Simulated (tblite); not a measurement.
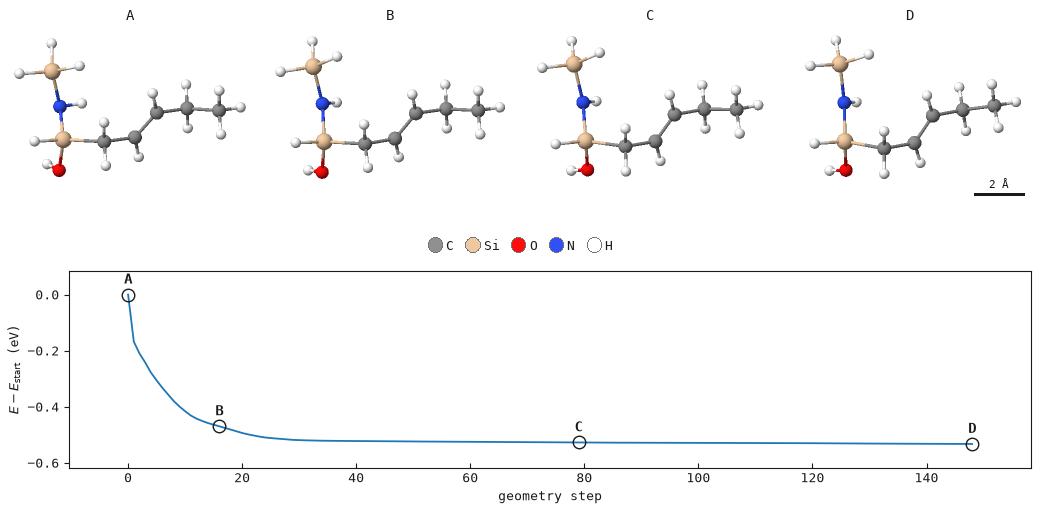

Frames of a relaxation of C$_{5}$H$_{15}$NOSi$_{2}$, marked on the history of the run. The picture is a ball-and-stick view, seen face on.

All numbers below come from tblite, GFN2-xTB geometry optimisation, gas phase. 

Describe the path.

Answer. After 148 geometry steps the energy has fallen by 0.532 eV. The largest moves after the best rigid fit, 0.60 Å, are those of H atoms. By element the largest moves are H 0.60 Å, Si 0.44 Å, N 0.31 Å, O 0.29 Å, C 0.28 Å. Near-neighbour distances that change, for instance: Si–Si 2.776 → 3.112 Å, N–Si 1.679 → 1.735 Å, C–C 1.516 → 1.489 Å, O–Si 1.655 → 1.629 Å. Bond angles that change, for instance: Si–N–Si 111.0° → 127.8°, O–Si–N 100.6° → 109.0°, C–Si–O 112.0° → 104.6°. Groups turn about O–Si by about 30°. Cost: 2.9 s on 1 thread of AMD EPYC 7R43 64-Core Processor (shared host). From step 0 to 16: an H atom moves most (0.41 Å), energy −0.470 eV. From step 16 to 79: the O atom moves most (0.25 Å), energy −0.057 eV. From step 79 to 148: H atoms move most (0.38 Å), energy −0.005 eV.
